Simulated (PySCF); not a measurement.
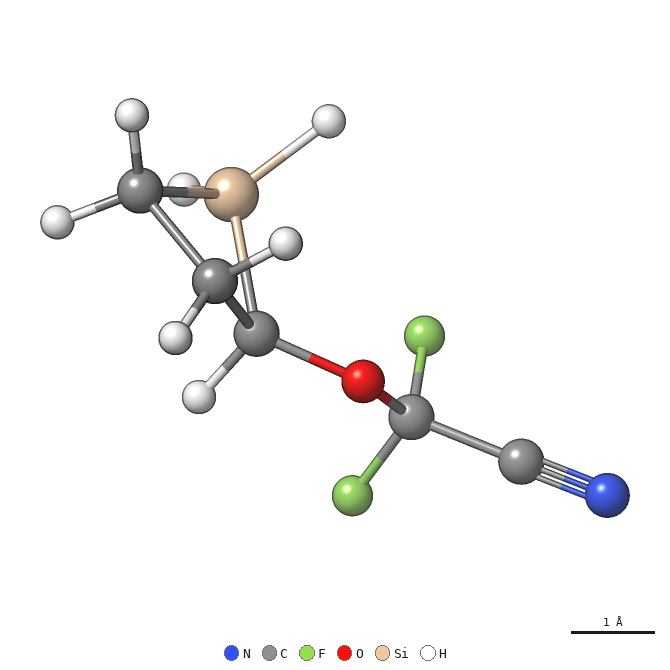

Ball-and-stick drawing of a structure. Multiple sticks mark multiple bonds (one Kekulé form).

The computed structure is the end point of a PBE0-D3(BJ)/def2-SVP optimisation. No frequency run is at hand to confirm it as a minimum.

**Give the formula.**

C₅H₇F₂NOSi, 17 atoms: 5 carbon, 7 hydrogen, 2 fluorine, 1 nitrogen, 1 oxygen and 1 silicon.

**Count the bonded pairs by element.**

5 C–H, 3 C–C, 2 C–F, 2 C–O, 2 C–Si, 2 Si–H, 1 C–N.

More results for the same structure follow; atom numbers are the same in all pictures, views and colours differ.

### Symmetry

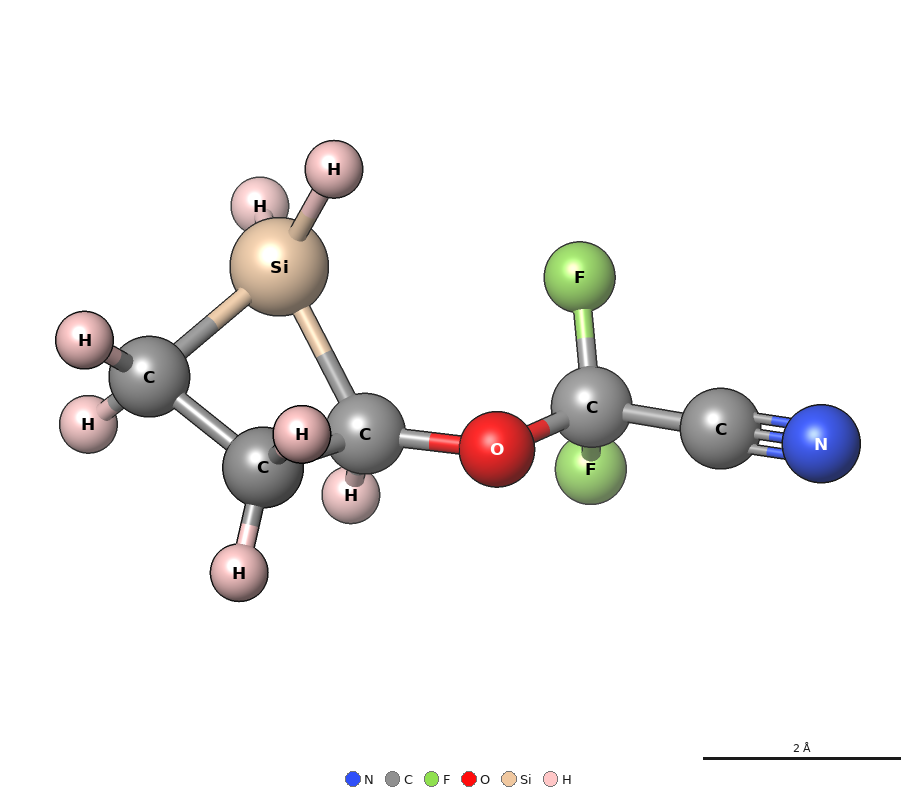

Distant atoms are faded towards the background colour. No frequency run is at hand to confirm it as a minimum. Masses are those of the most abundant isotopes; constants are for the rigid equilibrium geometry.

**Classify the rotor and give the rotational constants (cm⁻¹).**

An asymmetric top (C1): A = 0.0851, B = 0.0220, C = 0.0206 cm⁻¹. Ray's parameter κ is −0.96, close to the prolate limit.

### Excitation

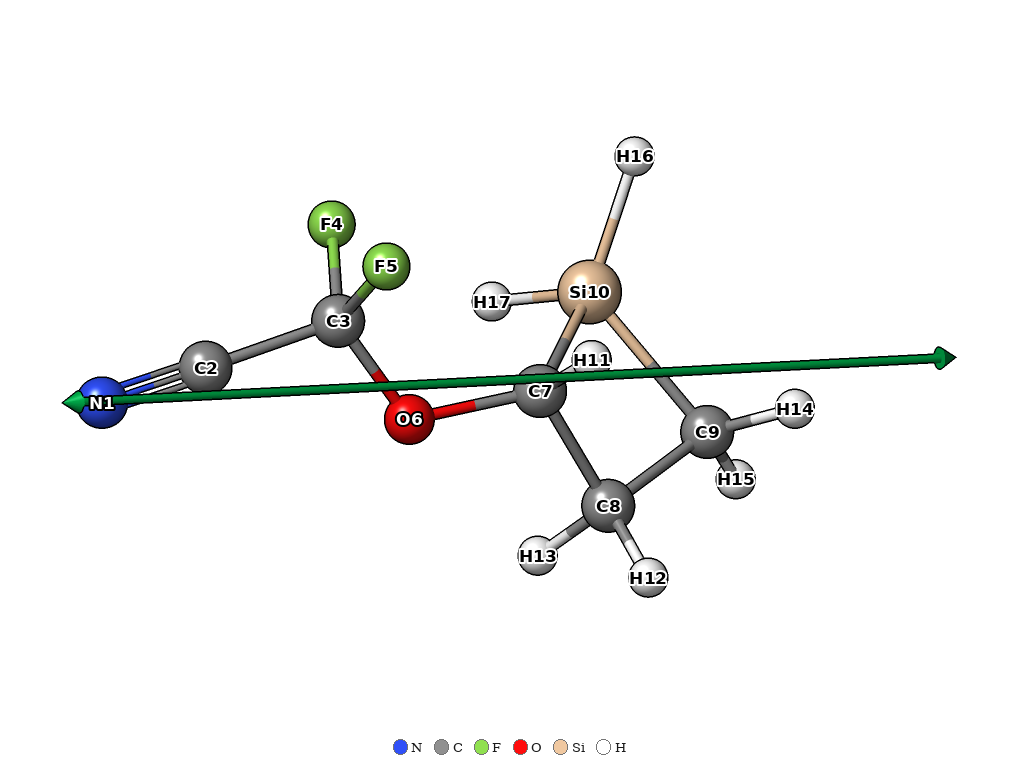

The double arrow shows the direction of the transition dipole to excited singlet state 1 (its length means nothing). No frequency run is at hand to confirm it as a minimum. Level of theory: TDDFT B3LYP/def2-SVPD, vertical, IEF-PCM acetonitrile (non-equilibrium linear response), core orbitals frozen in the response (PySCF 2.14.0).

**How is the transition polarised?**

Close to the long direction N1···C9.

**Give its energy, strength and character.**

6.09 eV (203 nm), oscillator strength 0.061, mainly HOMO → LUMO (weight 0.98); transition dipole 1.63 D.

### NMR shielding

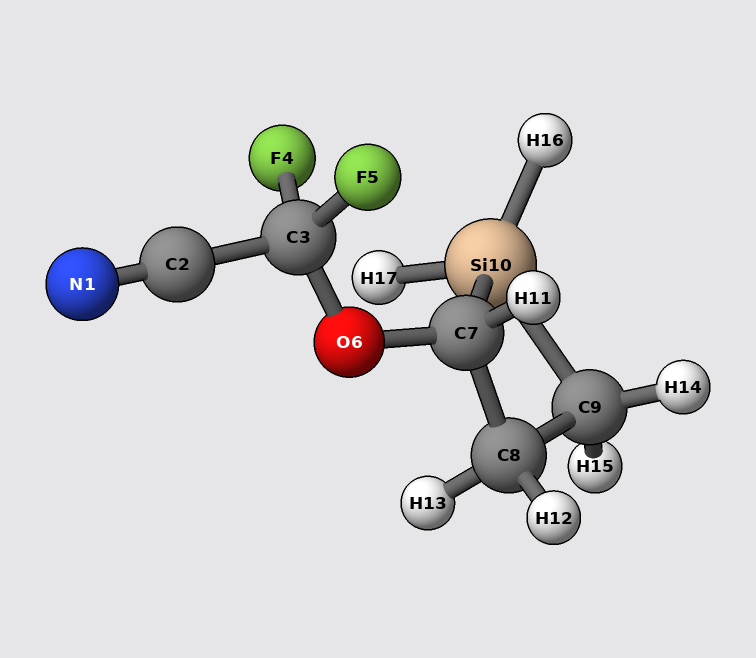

No frequency run is at hand to confirm it as a minimum. Level of theory: GIAO PBE0/pcSseg-1 NMR shielding, non-relativistic, IEF-PCM acetonitrile (PySCF 2.14.0). Principal shieldings σ11 ≤ σ22 ≤ σ33, span Ω = σ33 − σ11, skew κ = 3(σiso − σ22)/Ω.

Give the shielding tensors of the N atoms.

```
atom     σ11     σ22    σ33   σiso      Ω     κ
  N1  −185.2  −184.4  291.1  −26.2  476.2  1.00
```

Shieldings and span in ppm.

### Charges

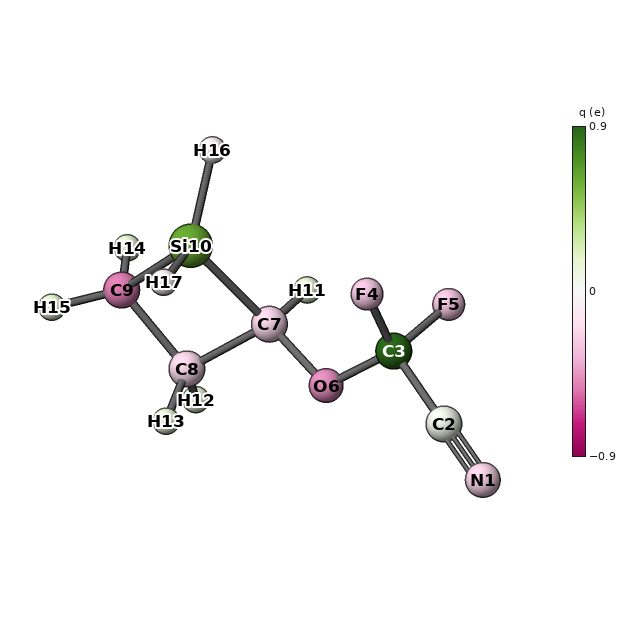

Atoms are coloured by their Mulliken charges. No frequency run is at hand to confirm it as a minimum. Level of theory: PBE0/pcSseg-1, gas phase (PySCF 2.14.0).

**Which atom carries the highest charge (most positive or least negative)?**

C3 (0.87 e).

**And the lowest?**

C9 (−0.51 e).

List the Mulliken charges.

| atom | value (e) |
| --- | --- |
| N1 | −0.22 |
| C2 | 0.05 |
| C3 | 0.87 |
| F4 | −0.28 |
| F5 | −0.28 |
| O6 | −0.47 |
| C7 | −0.21 |
| C8 | −0.21 |
| C9 | −0.51 |
| Si10 | 0.61 |
| H11 | 0.15 |
| H12 | 0.15 |
| H13 | 0.15 |
| H14 | 0.15 |
| H15 | 0.16 |
| H16 | −0.06 |
| H17 | −0.05 |

Mulliken values depend strongly on the basis set and can even reverse the polarity of a bond.
